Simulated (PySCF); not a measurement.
Geometry relaxation, with input and output: C4H5ClGe

C4H5ClGe, SMILES ClC1=[CH][GeH2][CH]=C1, computed with PBE0-D3(BJ)/def2-SVP geometry optimisation, gas phase (PySCF 2.14.0).

It belongs to a series of runs on one base structure; here: H on C replaced by Cl.

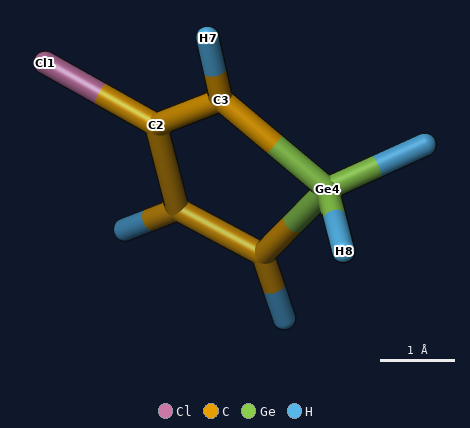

Fig. 1: The input geometry (stick view, seen at a tilt; atoms are numbered from 1 in the order of the input). Sticks mark near contacts. Bond lengths as drawn: C–C 1.34 to 1.47 Å, C–Cl 1.75 Å, C–Ge 1.90 to 1.93 Å, C–H 1.07 to 1.09 Å and Ge–H 1.49 to 1.51 Å.

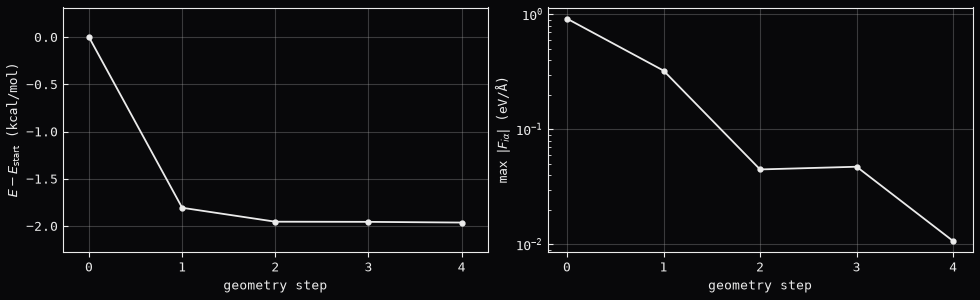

Fig. 2: Progress of the relaxation, step by step (steps are counted from 0).

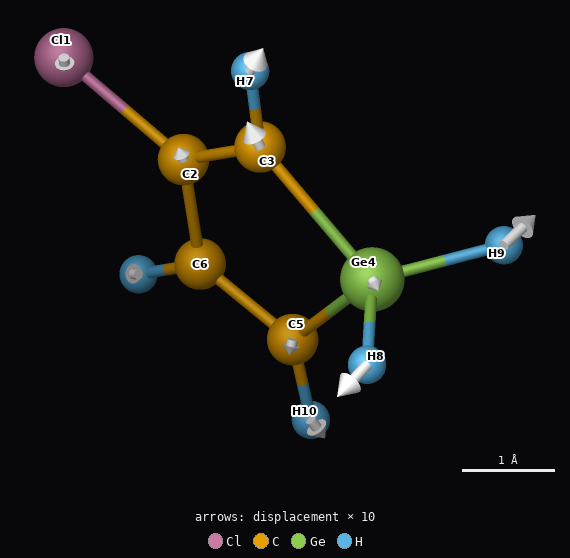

Fig. 3: The starting structure with the displacements as white arrows, magnified 10 times (ball-and-stick view, seen at a tilt). The two geometries are laid on each other by the best rigid fit. H9 moves most after the best rigid fit: 0.059 Å. By element the largest moves are H 0.059 Å, C 0.036 Å, Cl 0.023 Å, Ge 0.015 Å. Distances before and after: C3–Ge4 1.897 → 1.942 Å, Ge4–H9 1.494 → 1.538 Å, Ge4–H8 1.507 → 1.538 Å, C6–H11 1.071 → 1.094 Å. Among the angles that change: H8–Ge4–H9 106.2° → 109.5°, C2–C3–H7 120.8° → 123.1°. After 4 geometry steps the energy has fallen by 1.96 kcal/mol. The largest force component goes from 0.92 to 0.011 eV/Å. (Atoms are counted from 1 in the order of the input.)

The input and output of the run follow.

### Input file
```
{"job": {"xc": "PBE0", "basis": "def2-SVP", "d3": "d3bj", "grid": 1, "shake": 0.01, "kind": "geom"}, "charge": 0, "multiplicity": 1}
Cl     3.008500    -0.015260     0.301450
C      1.266060    -0.065240     0.125730
C      0.554870    -1.202750     0.098220
Ge    -1.270160    -0.726280    -0.105830
C     -0.769770     1.140880    -0.139470
C      0.556700     1.213930    -0.000020
H      1.046370    -2.169200     0.194860
H     -2.163030    -1.122370     1.042120
H     -1.936940    -1.227820    -1.345160
H     -1.379470     2.026860    -0.217300
H      1.124980     2.121430     0.029750
```

The first line tells a small driver script what to run in PySCF; the rest is the geometry in Å.

Launch command:
```bash
OMP_NUM_THREADS=1 python <driver script> task.json out
```

### Log
```
step   0  E = -2691.47893405  max force = 0.017863
step   1  E = -2691.48181231  max force = 0.006308
step   2  E = -2691.48204722  max force = 0.000874
step   3  E = -2691.48204986  max force = 0.000921
step   4  E = -2691.48206174  max force = 0.000208
optimisation converged
```

### Trajectory as extended XYZ (Å, eV, eV/Å), 5 frames, from step=0 to step=4
```
11
Properties=species:S:1:pos:R:3:forces:R:3 step=0 energy=-73238.87224
Cl    3.0085   -0.0153    0.3014   -0.4563   0.0324  -0.0401
C     1.2661   -0.0652    0.1257    0.5528  -0.1989   0.0388
C     0.5549   -1.2027    0.0982    0.9185  -0.5469   0.1316
Ge   -1.2702   -0.7263   -0.1058   -0.2452   0.3445   0.1569
C    -0.7698    1.1409   -0.1395   -0.2836   0.0514   0.0385
C     0.5567    1.2139    0.0000    0.0275  -0.3830   0.0047
H     1.0464   -2.1692    0.1949   -0.0688  -0.1104  -0.0192
H    -2.1630   -1.1224    1.0421   -0.2638  -0.0869   0.5434
H    -1.9369   -1.2278   -1.3452   -0.2618  -0.2405  -0.7872
H    -1.3795    2.0269   -0.2173   -0.3321   0.3762  -0.0844
H     1.1250    2.1214    0.0297    0.4128   0.7621   0.0169
11
Properties=species:S:1:pos:R:3:forces:R:3 step=1 energy=-73238.95056
Cl    1.2202   -0.4043    0.0004    0.2487  -0.0211   0.0275
C    -0.4946   -0.5142   -0.1499   -0.0564   0.0984  -0.0094
C    -1.1750   -1.6720   -0.1679   -0.3244   0.0870  -0.0468
Ge   -3.0552   -1.1763   -0.3602   -0.0692  -0.1136  -0.0333
C    -2.5581    0.7101   -0.3918   -0.0672  -0.0687  -0.0004
C    -1.2224    0.7726   -0.2650    0.0522   0.0919   0.0144
H    -0.6992   -2.6473   -0.0904    0.0273  -0.0507   0.0073
H    -3.9401   -1.5645    0.8508    0.1149   0.0361  -0.1342
H    -3.7250   -1.6869   -1.6646    0.1265   0.0783   0.1933
H    -3.1839    1.6008   -0.4780    0.0000  -0.0273  -0.0031
H    -0.6439    1.7053   -0.2359   -0.0524  -0.1101  -0.0153
11
Properties=species:S:1:pos:R:3:forces:R:3 step=2 energy=-73238.95695
Cl    1.2309   -0.4142    0.0042   -0.0053  -0.0141   0.0023
C    -0.4929   -0.5103   -0.1491   -0.0342   0.0278  -0.0066
C    -1.1850   -1.6630   -0.1694    0.0095  -0.0449  -0.0056
Ge   -3.0569   -1.1766   -0.3596    0.0319   0.0162   0.0064
C    -2.5592    0.7055   -0.3905   -0.0068   0.0446   0.0038
C    -1.2222    0.7758   -0.2651   -0.0134  -0.0295   0.0033
H    -0.7110   -2.6411   -0.0923    0.0076  -0.0054   0.0059
H    -3.9321   -1.5680    0.8432    0.0075  -0.0026   0.0076
H    -3.7136   -1.6841   -1.6546    0.0161   0.0055  -0.0059
H    -3.1884    1.5929   -0.4785   -0.0026   0.0048  -0.0044
H    -0.6468    1.7065   -0.2408   -0.0101  -0.0024  -0.0069
11
Properties=species:S:1:pos:R:3:forces:R:3 step=3 energy=-73238.95702
Cl    1.2282   -0.4207    0.0052   -0.0037   0.0270   0.0002
C    -0.4964   -0.5104   -0.1491    0.0168  -0.0222   0.0003
C    -1.1838   -1.6658   -0.1688   -0.0325   0.0127  -0.0101
Ge   -3.0530   -1.1743   -0.3589   -0.0245  -0.0033   0.0098
C    -2.5631    0.7103   -0.3900    0.0066  -0.0474   0.0073
C    -1.2262    0.7753   -0.2655    0.0351   0.0194   0.0022
H    -0.7086   -2.6436   -0.0910   -0.0012   0.0139   0.0044
H    -3.9264   -1.5688    0.8431   -0.0087  -0.0063   0.0163
H    -3.7052   -1.6812   -1.6546   -0.0052  -0.0040  -0.0261
H    -3.1926    1.5975   -0.4792    0.0074  -0.0022  -0.0026
H    -0.6500    1.7050   -0.2439    0.0100   0.0124  -0.0017
11
Properties=species:S:1:pos:R:3:forces:R:3 step=4 energy=-73238.95735
Cl    1.2283   -0.4159    0.0054    0.0016   0.0002   0.0015
C    -0.4956   -0.5106   -0.1489    0.0006  -0.0016  -0.0013
C    -1.1850   -1.6651   -0.1686    0.0006   0.0010  -0.0061
Ge   -3.0549   -1.1754   -0.3588   -0.0107  -0.0015   0.0077
C    -2.5614    0.7080   -0.3894   -0.0049  -0.0010   0.0034
C    -1.2245    0.7754   -0.2655    0.0048  -0.0025   0.0000
H    -0.7098   -2.6426   -0.0904    0.0018   0.0030   0.0047
H    -3.9289   -1.5702    0.8439    0.0017  -0.0015   0.0000
H    -3.7066   -1.6814   -1.6567    0.0036   0.0029  -0.0053
H    -3.1904    1.5955   -0.4790    0.0006   0.0001  -0.0028
H    -0.6485    1.7057   -0.2446    0.0003   0.0008  -0.0018
```

### Results in brief

```tsv
quantity	value
outcome	converged
total energy	−2691.482062 hartree
dipole moment	1.37 D
point group	Cs
hardware	1 CPU thread, shared host
wall time	70 s
peak memory	0.51 GiB
```
